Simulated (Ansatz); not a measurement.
**C₃H₁₁AlO: from a rough start to a minimum**

What shape does C₃H₁₁AlO take? The plan is to relax it, then compute its harmonic vibrations to see whether it is a minimum and to get the zero-point energy and entropy.

Computed with Ansatz 0.2.0, Gaussian basis. Level: RKS PBE0-D4/def2-TZVP.

Levels to be run: relaxation at PBE-D4/def2-SVP; relaxation at PBE0-D4/def2-TZVP; harmonic vibrations at the same level.

1 further run of the same task is left out (set aside as unsound or not needed).

## (1) The system as given

SMILES `C[OH+][AlH-]([CH3])[CH3]`, 16 atoms, charge 0, spin multiplicity 1.

Atoms are counted from 1 here; the program's logs count them from 0.

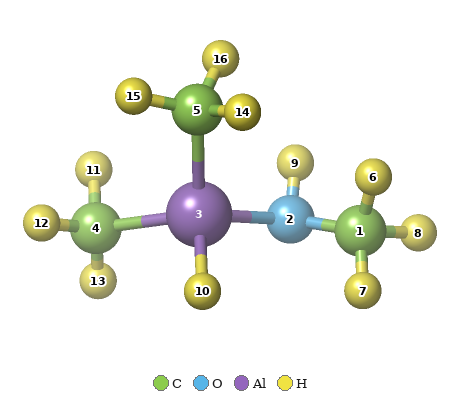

As it starts; carbon green, oxygen blue, aluminium purple, hydrogen yellow; atoms are numbered from 1 in the order of the file.

Geometry (Å):

```csv
atom,x (Å),y (Å),z (Å)
C1,0.15020,2.22080,0.26630
O2,-0.13940,1.26590,-0.71210
Al3,0.42770,-0.36940,-0.09420
C4,0.50750,-1.68370,-1.56930
C5,-0.72990,-1.01340,1.36540
H6,-0.42640,2.07100,1.21270
H7,1.21930,2.38960,0.44180
H8,-0.23380,3.25620,-0.13610
H9,-1.11760,1.19130,-0.72810
H10,1.95410,-0.22730,0.49580
H11,-0.61470,-1.80440,-1.91980
H12,0.81850,-2.66540,-1.17710
H13,1.04030,-1.31380,-2.40300
H14,-0.47940,-0.48930,2.34810
H15,-0.62080,-2.11880,1.50490
H16,-1.77850,-0.73210,1.14910
```

The start is a force-field geometry with small random shifts, so a cheaper pass at PBE-D4/def2-SVP comes first.

## (2) Optimising with PBE-D4/def2-SVP (cheap first pass)

The input, in.yaml:

```yaml
crystal:
  periodic: [false, false, false]
  atoms:
    - {symbol: C, position_ang: [0.150200, 2.220800, 0.266300]}
    - {symbol: O, position_ang: [-0.139400, 1.265900, -0.712100]}
    - {symbol: Al, position_ang: [0.427700, -0.369400, -0.094200]}
    - {symbol: C, position_ang: [0.507500, -1.683700, -1.569300]}
    - {symbol: C, position_ang: [-0.729900, -1.013400, 1.365400]}
    - {symbol: H, position_ang: [-0.426400, 2.071000, 1.212700]}
    - {symbol: H, position_ang: [1.219300, 2.389600, 0.441800]}
    - {symbol: H, position_ang: [-0.233800, 3.256200, -0.136100]}
    - {symbol: H, position_ang: [-1.117600, 1.191300, -0.728100]}
    - {symbol: H, position_ang: [1.954100, -0.227300, 0.495800]}
    - {symbol: H, position_ang: [-0.614700, -1.804400, -1.919800]}
    - {symbol: H, position_ang: [0.818500, -2.665400, -1.177100]}
    - {symbol: H, position_ang: [1.040300, -1.313800, -2.403000]}
    - {symbol: H, position_ang: [-0.479400, -0.489300, 2.348100]}
    - {symbol: H, position_ang: [-0.620800, -2.118800, 1.504900]}
    - {symbol: H, position_ang: [-1.778500, -0.732100, 1.149100]}
basis:
  gaussian: {orbitals: def2-SVP}
hamiltonian: {xc: pbe, dispersion: d4}
relax: {f_tol: 0.03, max_steps: 200}
```

The run is started by

```
> ansatz run in.yaml --threads 4 --pin off --events-out ev --progress --plain --max-ram 11315MiB
```

Standard output, shortened:

```text
Functional definition: PBE
  name "PBE"
  cite "Perdew, Burke & Ernzerhof, Phys. Rev. Lett. 77, 3865 (1996) doi:10.1103/PhysRevLett.77.3865"
  parent pbe
[...]
1448 factors; their error is unknown
[...]
mean field -11916.75985833 eV, -437.9328473238 hartree, gradient 4.4e-5 eV, S^2 0.000000; 0 other end points of the search recorded, 0 dependent functions left out
[...]
reference -11916.75989962 eV, -437.9328488410 hartree; 25, 25 occupied and 104, 104 virtual orbitals, 1448 factors
relax step   1: F+E_penalty+E_count = -11917.05186425 eV  Δ(F+E_penalty+E_count) = +0.000e0 eV  max|allowed force component| = 4.333e0 eV/Å  Δτ_max = 0.0000 Å  (28 SCF iters, accepted)
[...]
relax step   5: F+E_penalty+E_count = -11918.13934471 eV  Δ(F+E_penalty+E_count) = +5.660e-3 eV  max|allowed force component| = 9.088e-1 eV/Å  Δτ_max = 0.0877 Å  (29 SCF iters, rejected (line search))
[...]
relax step   9: F+E_penalty+E_count = -11918.16107114 eV  Δ(F+E_penalty+E_count) = -2.062e-3 eV  max|allowed force component| = 8.449e-2 eV/Å  Δτ_max = 0.0486 Å  (28 SCF iters, accepted)
[...]
relax step  13: F+E_penalty+E_count = -11918.16464563 eV  Δ(F+E_penalty+E_count) = -4.211e-4 eV  max|allowed force component| = 2.070e-2 eV/Å  Δτ_max = 0.0416 Å  (29 SCF iters, accepted)
[...]
Total energy: -11918.16511684 eV, -437.9844896212 hartree
Atom 0 at     0.015274     2.304461     0.310440 Å, force    -0.000079    -0.004639    -0.005634 eV/Å
Atom 1 at     0.038897     1.182769    -0.590049 Å, force     0.002444     0.005333     0.004299 eV/Å
Atom 2 at     0.638414    -0.664318     0.041901 Å, force    -0.002297     0.000988    -0.001317 eV/Å
Atom 3 at     0.345611    -1.636840    -1.665403 Å, force     0.000208     0.000676    -0.000319 eV/Å
Atom 4 at    -0.650703    -1.003054     1.520040 Å, force    -0.001631     0.000739    -0.000600 eV/Å
Atom 5 at    -0.826384     2.232042     1.029869 Å, force    -0.002191    -0.000482     0.002118 eV/Å
Atom 6 at     0.970818     2.272411     0.865730 Å, force     0.002245     0.000704     0.001326 eV/Å
Atom 7 at    -0.044271     3.252263    -0.260895 Å, force    -0.001190     0.002017    -0.001342 eV/Å
Atom 8 at    -0.769302     1.160675    -1.137962 Å, force     0.001258    -0.002693     0.000482 eV/Å
Atom 9 at     2.142796    -0.246504     0.470332 Å, force    -0.001410    -0.001277    -0.000210 eV/Å
Atom 10 at    -0.717431    -1.639762    -1.995503 Å, force    -0.000261     0.000072     0.000231 eV/Å
Atom 11 at     0.626752    -2.707164    -1.551598 Å, force     0.000493    -0.000864    -0.000022 eV/Å
Atom 12 at     0.956162    -1.242239    -2.505791 Å, force     0.000125     0.000046    -0.000300 eV/Å
Atom 13 at    -0.590819    -0.259486     2.344908 Å, force     0.000375    -0.000795     0.000315 eV/Å
Atom 14 at    -0.449204    -1.991844     1.989041 Å, force    -0.000346     0.000313    -0.000135 eV/Å
Atom 15 at    -1.709508    -1.036211     1.179340 Å, force     0.002256    -0.000139     0.001107 eV/Å
Dipole moment:    -0.509278     0.835508    -0.161974 e Å
```

Run time: 28 s. Hardware: 4 threads of Arm Neoverse V1, shared host.

Relaxation path: (the energy doesn't fall at every step)

```csv
step,energy from step 1 (eV),largest force component (eV/Å)
1,0.0000,4.3325
2,-0.8733,1.4758
3,-1.0619,0.6243
4,-1.0931,0.2521
5,-1.0875,0.9088
6,-1.1008,0.0598
7,-1.1048,0.0753
8,-1.1071,0.1296
9,-1.1092,0.0845
10,-1.1103,0.1390
11,-1.1118,0.0867
12,-1.1124,0.0339
13,-1.1128,0.0207
14,-1.1130,0.0482
15,-1.1131,0.0306
16,-1.1132,0.0056
```

The force was under the threshold of 0.03 eV/Å already at step 13, but the program went on to step 16.

Distances of close pairs at the start and the end, largest changes first:

```csv
bond,before (Å),after (Å),change (Å)
O2–Al3,1.838,2.042,+0.204
C4–H11,1.182,1.113,-0.069
C1–H8,1.175,1.108,-0.067
C4–H13,1.056,1.111,+0.055
C1–O2,1.397,1.439,+0.041
C5–H14,1.142,1.112,-0.029
Al3–H10,1.643,1.619,-0.024
Al3–C5,1.971,1.990,+0.019
```

## (3) Relaxation at PBE0-D4/def2-TZVP

The input, in.yaml:

```yaml
crystal:
  periodic: [false, false, false]
  atoms:
    - {symbol: C, position_ang: [0.015274, 2.304461, 0.310440]}
    - {symbol: O, position_ang: [0.038897, 1.182769, -0.590049]}
    - {symbol: Al, position_ang: [0.638414, -0.664318, 0.041901]}
    - {symbol: C, position_ang: [0.345611, -1.636840, -1.665403]}
    - {symbol: C, position_ang: [-0.650703, -1.003054, 1.520040]}
    - {symbol: H, position_ang: [-0.826384, 2.232042, 1.029869]}
    - {symbol: H, position_ang: [0.970818, 2.272411, 0.865730]}
    - {symbol: H, position_ang: [-0.044271, 3.252263, -0.260895]}
    - {symbol: H, position_ang: [-0.769302, 1.160675, -1.137962]}
    - {symbol: H, position_ang: [2.142796, -0.246504, 0.470332]}
    - {symbol: H, position_ang: [-0.717431, -1.639762, -1.995503]}
    - {symbol: H, position_ang: [0.626752, -2.707164, -1.551598]}
    - {symbol: H, position_ang: [0.956162, -1.242239, -2.505791]}
    - {symbol: H, position_ang: [-0.590819, -0.259486, 2.344908]}
    - {symbol: H, position_ang: [-0.449204, -1.991844, 1.989041]}
    - {symbol: H, position_ang: [-1.709508, -1.036211, 1.179340]}
basis:
  gaussian: {orbitals: def2-TZVP}
hamiltonian: {xc: pbe0, dispersion: d4}
relax: {f_tol: 0.005, max_steps: 150}
```

Launched as before.

Standard output, shortened:

```text
Functional definition: PBE0
  name "PBE0"
  cite "Adamo & Barone, J. Chem. Phys. 110, 6158 (1999) doi:10.1063/1.478522"
  cite "Perdew, Burke & Ernzerhof, Phys. Rev. Lett. 77, 3865 (1996) doi:10.1103/PhysRevLett.77.3865"
  parent pbe
[...]
1454 factors; their error is unknown
[...]
mean field -11927.72823463 eV, -438.3359277183 hartree, gradient 5.7e-6 eV, S^2 0.000000; 0 other end points of the search recorded, 0 dependent functions left out
[...]
reference -11927.72827386 eV, -438.3359291597 hartree; 25, 25 occupied and 202, 202 virtual orbitals, 1454 factors
relax step   1: F+E_penalty+E_count = -11927.96917522 eV  Δ(F+E_penalty+E_count) = +0.000e0 eV  max|allowed force component| = 5.839e-1 eV/Å  Δτ_max = 0.0000 Å  (28 SCF iters, accepted)
[...]
Atom 6 at     0.956786     2.227415     0.856497 Å, force     0.000234     0.000326     0.000427 eV/Å
Atom 7 at    -0.046691     3.205745    -0.243848 Å, force     0.000448     0.000725     0.000131 eV/Å
Atom 8 at    -0.767145     1.146783    -1.131451 Å, force    -0.000564    -0.001013    -0.000219 eV/Å
Atom 9 at     2.112530    -0.215180     0.465162 Å, force     0.000174     0.000702    -0.000213 eV/Å
Atom 10 at    -0.700197    -1.630509    -1.977571 Å, force    -0.000465     0.000110    -0.000188 eV/Å
Atom 11 at     0.628590    -2.679315    -1.533567 Å, force     0.000143     0.000098     0.000336 eV/Å
Atom 12 at     0.949696    -1.232505    -2.475584 Å, force     0.000156     0.000121    -0.000448 eV/Å
Atom 13 at    -0.548215    -0.270074     2.337282 Å, force    -0.000221    -0.000575    -0.000690 eV/Å
Atom 14 at    -0.473885    -1.974848     1.940997 Å, force    -0.000081     0.000913    -0.000701 eV/Å
Atom 15 at    -1.692050    -0.967077     1.183457 Å, force     0.000569    -0.000110     0.000111 eV/Å
Dipole moment:    -0.495686     0.841466    -0.155814 e Å
```

Wall time 43 s (4 threads of Arm Neoverse V1, shared host); peak memory 0.65 GiB.

Relaxation path:

```csv
step,energy from step 1 (eV),largest force component (eV/Å)
1,0.0000,0.5839
2,-0.0528,0.1580
3,-0.0584,0.0672
4,-0.0587,0.0311
5,-0.0589,0.0089
6,-0.0590,0.0049
7,-0.0590,0.0033
8,-0.0590,0.0022
```

The force was under the threshold of 0.005 eV/Å already at step 6, but the program went on to step 8.

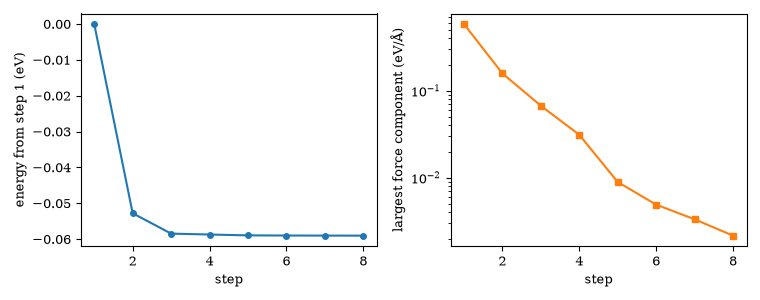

Energy and largest force along the relaxation.

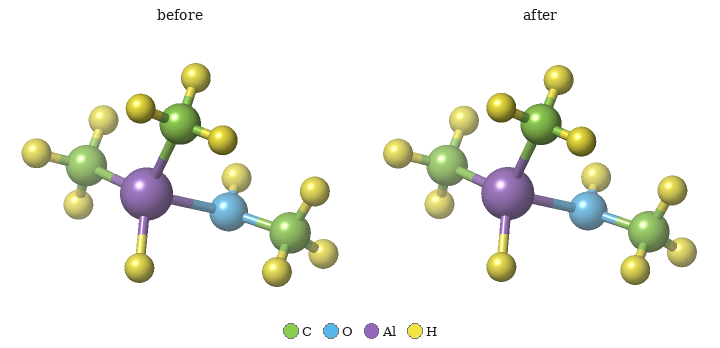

The geometry before (left) and after (right).

Distances of close pairs at the start and the end, largest changes first:

```csv
bond,before (Å),after (Å),change (Å)
O2–Al3,2.042,2.006,-0.037
C1–H6,1.110,1.091,-0.018
C1–H8,1.108,1.090,-0.018
C1–H7,1.106,1.088,-0.017
C4–H12,1.112,1.096,-0.017
C5–H15,1.113,1.096,-0.017
C5–H14,1.112,1.096,-0.017
C4–H13,1.111,1.095,-0.016
```

Mulliken charges at the end point, from the run's report:

C1 -0.23; O2 -0.31; Al3 0.42; C4 -0.64; C5 -0.63; H6 0.15; H7 0.17; H8 0.15; H9 0.34; H10 -0.16; H11 0.11; H12 0.13; H13 0.13; H14 0.12; H15 0.13; H16 0.12

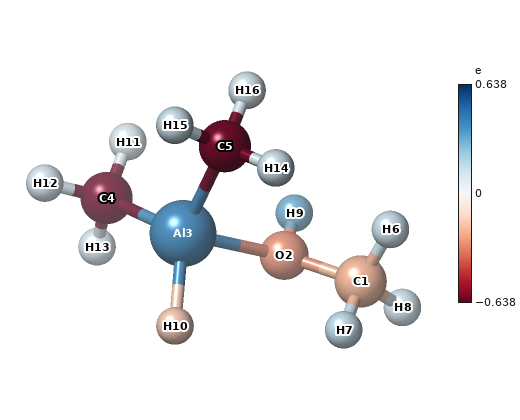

Mulliken charges at the end point, from the run's report, as colours on the atoms.

## (4) Harmonic vibrations

The input, in.yaml:

```yaml
crystal:
  periodic: [false, false, false]
  atoms:
    - {symbol: C, position_ang: [0.014908, 2.270348, 0.313208]}
    - {symbol: O, position_ang: [0.033210, 1.165991, -0.597773]}
    - {symbol: Al, position_ang: [0.624986, -0.642862, 0.034844]}
    - {symbol: C, position_ang: [0.346839, -1.626961, -1.651286]}
    - {symbol: C, position_ang: [-0.645434, -0.981682, 1.510000]}
    - {symbol: H, position_ang: [-0.816828, 2.181929, 1.014033]}
    - {symbol: H, position_ang: [0.956786, 2.227415, 0.856497]}
    - {symbol: H, position_ang: [-0.046691, 3.205745, -0.243848]}
    - {symbol: H, position_ang: [-0.767145, 1.146783, -1.131451]}
    - {symbol: H, position_ang: [2.112530, -0.215180, 0.465162]}
    - {symbol: H, position_ang: [-0.700197, -1.630509, -1.977571]}
    - {symbol: H, position_ang: [0.628590, -2.679315, -1.533567]}
    - {symbol: H, position_ang: [0.949696, -1.232505, -2.475584]}
    - {symbol: H, position_ang: [-0.548215, -0.270074, 2.337282]}
    - {symbol: H, position_ang: [-0.473885, -1.974848, 1.940997]}
    - {symbol: H, position_ang: [-1.692050, -0.967077, 1.183457]}
basis:
  gaussian: {orbitals: def2-TZVP}
hamiltonian: {xc: pbe0, dispersion: d4}
phonons: {temperatures: {t_min: 298.15, t_max: 900, t_step: 200}}
```

The command is unchanged.

Standard output, shortened:

```text
Functional definition: PBE0
  name "PBE0"
  cite "Adamo & Barone, J. Chem. Phys. 110, 6158 (1999) doi:10.1063/1.478522"
  cite "Perdew, Burke & Ernzerhof, Phys. Rev. Lett. 77, 3865 (1996) doi:10.1103/PhysRevLett.77.3865"
  parent pbe
[...]
1454 factors; their error is unknown
[...]
mean field -11927.78412856 eV, -438.3379817822 hartree, gradient 6.6e-5 eV, S^2 0.000000; 0 other end points of the search recorded, 0 dependent functions left out
[...]
reference -11927.78416729 eV, -438.3379832053 hartree; 25, 25 occupied and 202, 202 virtual orbitals, 1454 factors
[...]
1454 factors; their error is unknown
mean field -11927.78394262 eV, -438.3379749489 hartree, gradient 1.0e-6 eV, S^2 0.000000; 0 other end points of the search recorded, 0 dependent functions left out
[...]
reference -11927.78398134 eV, -438.3379763720 hartree; 25, 25 occupied and 202, 202 virtual orbitals, 1454 factors
[...]
Atom 6 at     0.956786     2.227415     0.856497 Å, force     0.000248     0.000353     0.000430 eV/Å
Atom 7 at    -0.046691     3.205745    -0.243848 Å, force     0.000450     0.000712     0.000135 eV/Å
Atom 8 at    -0.767145     1.146783    -1.131451 Å, force    -0.000571    -0.001003    -0.000230 eV/Å
Atom 9 at     2.112530    -0.215180     0.465162 Å, force     0.000178     0.000706    -0.000207 eV/Å
Atom 10 at    -0.700197    -1.630509    -1.977571 Å, force    -0.000454     0.000104    -0.000182 eV/Å
Atom 11 at     0.628590    -2.679315    -1.533567 Å, force     0.000145     0.000080     0.000338 eV/Å
Atom 12 at     0.949696    -1.232505    -2.475584 Å, force     0.000152     0.000123    -0.000437 eV/Å
Atom 13 at    -0.548215    -0.270074     2.337282 Å, force    -0.000221    -0.000603    -0.000703 eV/Å
Atom 14 at    -0.473885    -1.974848     1.940997 Å, force    -0.000074     0.000907    -0.000689 eV/Å
Atom 15 at    -1.692050    -0.967077     1.183457 Å, force     0.000575    -0.000102     0.000114 eV/Å
Dipole moment:    -0.495685     0.841463    -0.155814 e Å
[...]
```

Run time: 4.8 min. Hardware: 4 threads of Arm Neoverse V1, shared host; peak memory 0.66 GiB.

Motions are named by where the mode's potential energy lies. Wavenumbers, unscaled:

```csv
mode,cm⁻¹,motion
1,49,torsion
2,93,torsion with bend
3,102,torsion
4,115,torsion
5,137,torsion
6,155,bend with torsion
7,196,torsion with bend
8,215,bend with torsion
9,360,Al–O stretch
10,446,torsion with bend
11,502,bend with torsion
12,547,Al–C stretch with torsion
13,580,bend with torsion
14,584,Al–C stretch with torsion
15,648,Al–C stretch
16,721,torsion with bend
17,724,bend with torsion
18,757,bend with torsion
19,1054,C–O stretch
20,1092,bend
21,1182,bend
22,1215,bend
23,1217,bend
24,1362,bend
25,1441,bend
26,1446,bend
27,1449,bend
28,1454,bend
29,1471,bend
30,1493,bend
31,1500,bend
32,1836,Al–H stretch
33,3019,C–H stretch
34,3021,C–H stretch
35,3064,C–H stretch
36,3091,C–H stretch
37,3092,C–H stretch
38,3097,C–H stretch
39,3106,C–H stretch
40,3150,C–H stretch
41,3178,C–H stretch
42,3852,O–H stretch
```

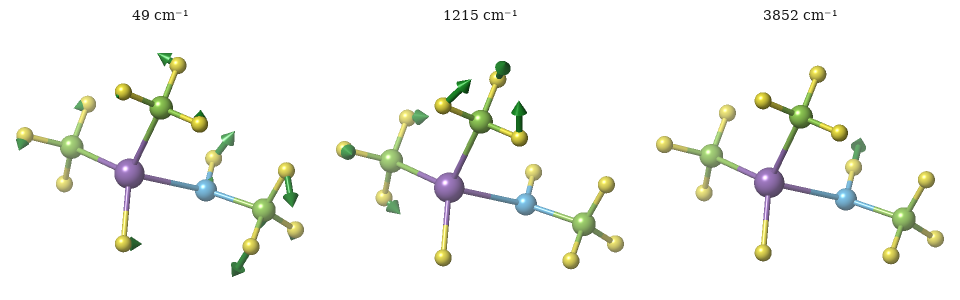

Displacements of 3 modes, as arrows.

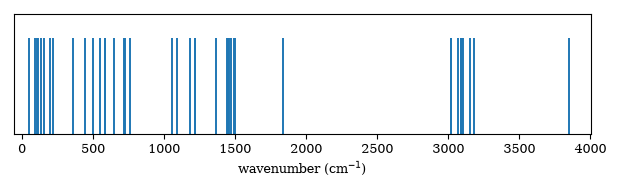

The harmonic wavenumbers as sticks (no intensities were computed).

From these modes and the moments of inertia (298.15 K, 1 bar, symmetry number 1):

```csv
term,value
zero-point energy,82.6 kcal/mol
H(298) − E,89.7 kcal/mol
"entropy, translation",165.0 J/(mol K)
"entropy, rotation",113.7 J/(mol K)
"entropy, vibration",127.0 J/(mol K)
"entropy, total",405.6 J/(mol K)
```

## (5) What came out

| quantity | value |
| --- | --- |
| point group | C1 |
| steps | 16 + 8 |
| shift from the start (rms) | 0.324 Å |
| total energy | -11928.0282 eV |
| dispersion term | -244 meV |
| dipole moment | 4.75 D |
| lowest, highest wavenumber | 49, 3852 cm⁻¹ |
| zero-point energy | 82.6 kcal/mol |
| entropy at 298.15 K | 405.6 J/(mol K) |

**Reading.** The atoms moved 0.32 Å (rms) from the start; the bond that changed most is O2–Al3, from 1.838 to 2.006 Å. No mode is imaginary: a true minimum at this level. The stiffest mode, 3852 cm⁻¹, is an O–H stretch, and 7 modes under 200 cm⁻¹ make the vibrational entropy uncertain. Harmonic hybrid wavenumbers usually lie a few per cent above measured fundamentals. The largest Mulliken charge, -0.64 e, sits on C4.
